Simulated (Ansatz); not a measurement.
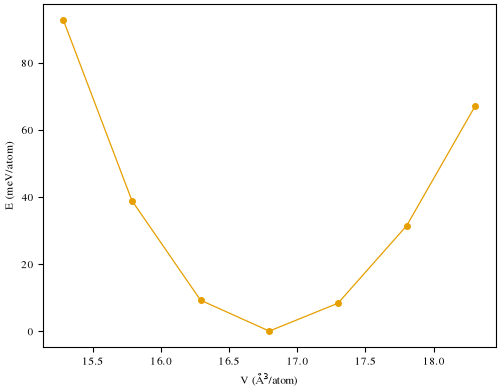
GeW (rock salt, Fm-3m) under volume change, DFT-r²SCAN in the program Ansatz with PAW potentials, scaled uniformly.

What does a third-order Birch–Murnaghan fit give for V₀, B₀ and B′?

V₀ = 16.80 Å³/atom, B₀ = 185 GPa, B′ = 4.4.

A made-up cell: these elements were put on the sites of a structure type; neither database checked (COD, Materials Project) lists it. Whether it is the stable phase at ambient conditions was not checked. Symmetry was held in the r²SCAN relaxation. At this level the phase is mechanically unstable. The run is not spin-polarised. Scalar-relativistic: spin–orbit coupling is off unless named, which matters more the heavier the elements.

Potentials: the later of the program's two PAW sets.
